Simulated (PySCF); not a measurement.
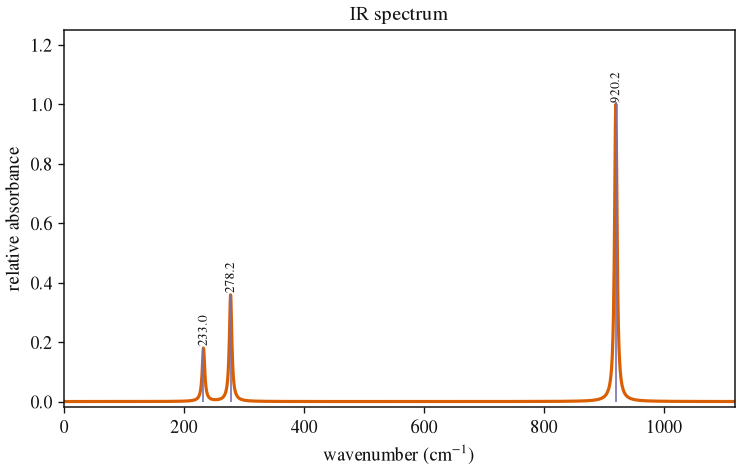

IR spectrum of AlF₃, singlet, at a minimum, with Al as the central atom. Unscaled harmonic wavenumbers and double-harmonic intensities, PBE/def2-TZVP in PySCF, isolated molecule. Structures are the lowest points that the searches found. Degenerate modes count as one line, with their intensities summed. Lorentzian lines of 5 cm⁻¹ full width. Close modes add up in the curve.

What symmetry does the computed molecule have?

Answer. The calculation gave D3h. Its 6 modes give 4 distinct wavenumbers, 3 with an intensity of 0.05 km/mol or more.
| cm⁻¹ | km/mol | symmetry |
| --- | --- | --- |
| 233.0 | 60.2 | e' (×2) |
| 278.2 | 120.5 | a2'' |
| 664.1 | 0.0 | a1' |
| 920.2 | 338.2 | e' (×2) |

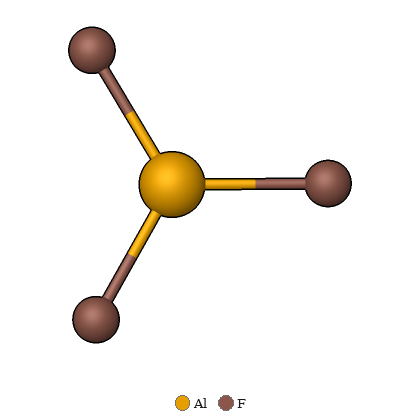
